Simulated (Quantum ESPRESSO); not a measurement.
## Cost against accuracy: conv_thr for Cd3Se (I4/mmm, 4 atoms in the cell)

```yaml
crystal:
  lattice:
    - [-2.04095, 2.04095, 6.08708]
    - [2.04095, -2.04095, 6.08708]
    - [2.04095, 2.04095, -6.08708]
  atoms:
    - { symbol: Cd, position: [0.75000, 0.25000, 0.50000] }
    - { symbol: Cd, position: [0.25000, 0.75000, 0.50000] }
    - { symbol: Cd, position: [0.50000, 0.50000, 0.00000] }
    - { symbol: Se, position: [0.00000, 0.00000, 0.00000] }
```

Method: PBEsol, GBRV 1.5 ultrasoft (PBESOL) pseudopotentials (plane waves; Quantum ESPRESSO).

Base settings: ecutwfc = 40 Ry; ecutrho = 200 Ry; occupations = smearing; smearing = fermi-dirac; degauss = 0.0073499 Ry; potentials = {Cd: cd_pbesol_v1.uspp.F.UPF, Se: se_pbesol_v1.uspp.F.UPF}; K_POINTS = automatic 9 9 9 0 0 0; conv_thr = 1e-10 Ry; mixing_beta = 0.7.

Misses are taken against the tightest run, 7.3e-14 Ry, which need not be fully converged itself.

The count of work is k-points × plane waves × bands × iterations; it is no time, and leaves out set-up, grids and terms that scale otherwise. Core times come from one kind of shared machine and are given to one figure; runs under 30 s give none.

The starting cell comes from a database of computed structures (which also holds hypothetical and non-ambient phases and stackings), without a prior relaxation at this level. In the base run, with a pressure of about -4 GPa the cell is away from its equilibrium volume at this level. The run gives no clean gap (levels at the Fermi energy touch, overlap or are partly filled at this smearing), which alone does not show that the compound is a metal.

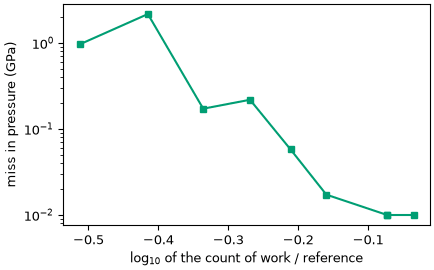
*Miss against the count of work; the reference run is not drawn, and misses under 0.01 GPa are drawn there.*

```
conv_thr    pressure less reference (GPa)  count of work / reference  core time / reference (rough)
----------  -----------------------------  -------------------------  -----------------------------
0.0073 Ry                            0.97                       0.31                            0.4
0.00073 Ry                          -2.18                       0.38                            0.5
7.3e-05 Ry                          -0.17                       0.46                            0.6
7.3e-06 Ry                          -0.22                       0.54                            0.5
7.3e-07 Ry                           0.06                       0.62                            0.7
7.3e-08 Ry                           0.02                       0.69                            0.6
7.3e-10 Ry                           0.00                       0.85                            0.8
1e-10 Ry                             0.00                       0.85                              1
7.3e-12 Ry                           0.00                       0.92                              1
7.3e-14 Ry                           0.00                        1.0                              1
```

Coarsest setting among those run that, with all tighter ones, holds the pressure within 0.5 GPa of the reference: 7.3e-05 Ry, off by 0.17 GPa; its saving against the reference is no more than about a factor of 2 in the count of work.

Coarsest setting among those run that, with all tighter ones, holds the pressure within 0.2 GPa of the reference: 7.3e-07 Ry, off by 0.058 GPa; its saving against the reference is no more than about a factor of 2 in the count of work. The coarser 7.3e-05 Ry also lies inside, but a setting between leaves the range again, so that is luck.

The step from 0.00073 Ry to 7.3e-12 Ry: it takes the miss in the pressure from 2.2 to 0.001 GPa, for 2.4 times the count of work and roughly 2 times the time.
